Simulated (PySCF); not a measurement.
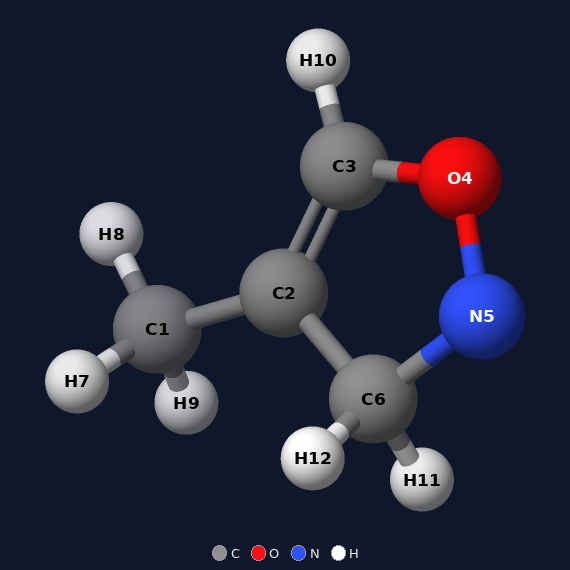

State: neutral, doublet. Computed geometry: GFN2-xTB optimisation. No frequency run is at hand to confirm it as a minimum. Method: UKS B3LYP, pcH-1 on C H N O, non-relativistic (PySCF 2.14.0). Fermi-contact and spin-dipolar terms alone, no spin-orbit part.

> Which nucleus has the largest dipolar (anisotropic) hyperfine coupling?

14N at N5: principal values −39.8, −37.7, 77.4 MHz.

List the isotropic and dipolar parts for the most strongly coupled nuclei, one of each equivalent set.

```tsv
atom	isotope	a_iso (MHz)	dipolar part (MHz)
N5	14N	32.8	−39.8, −37.7, 77.4
O4	17O	−21.3	−69.2, 32.8, 36.4
C2	13C	10.2	−10.5, −7.1, 17.6
C3	13C	−14.3	−12.0, 4.4, 7.6
H11	1H	172.0	−5.5, −3.4, 8.9
H10	1H	1.8	−3.1, −1.5, 4.6
C6	13C	−39.3	−2.9, −0.7, 3.6
H7	1H	9.8	−1.4, −1.3, 2.7
```
